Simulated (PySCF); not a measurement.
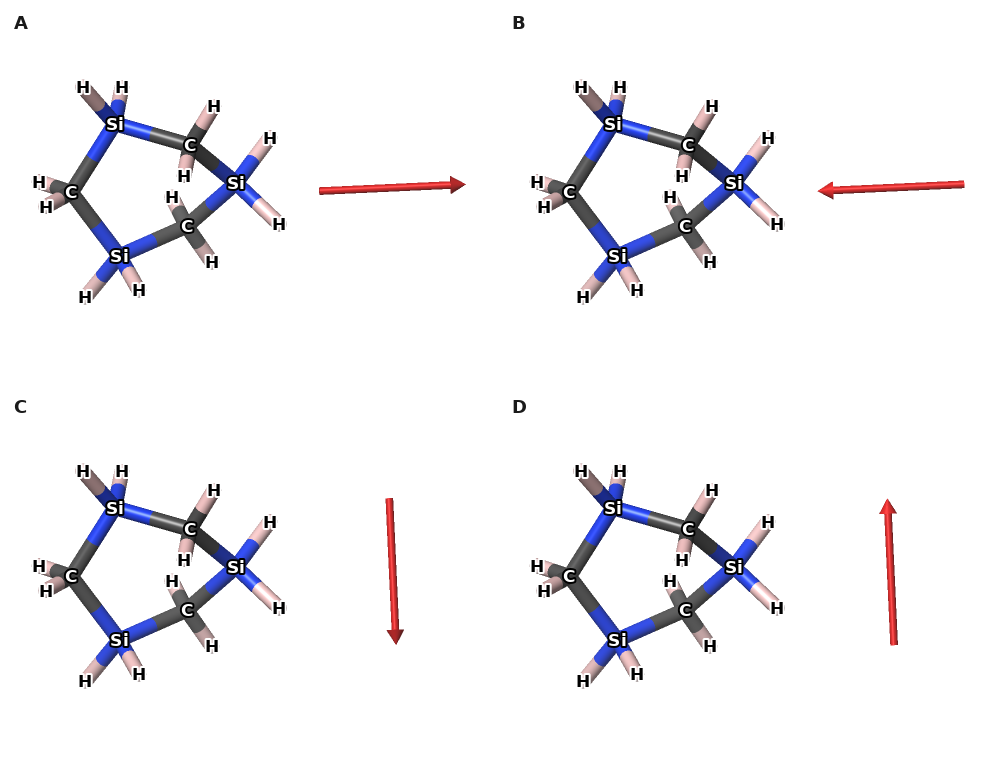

The same molecule four times, each with an arrow. The geometry was computed by an optimisation with PBE0-D3(BJ)/def2-SVP. No frequency run is at hand to confirm it as a minimum. Level of theory: CAM-B3LYP/def2-SVPD, gas phase (PySCF 2.14.0).

> Which arrow points along the dipole moment, from the negative to the positive end?

B. The dipole moment is 0.38 D.
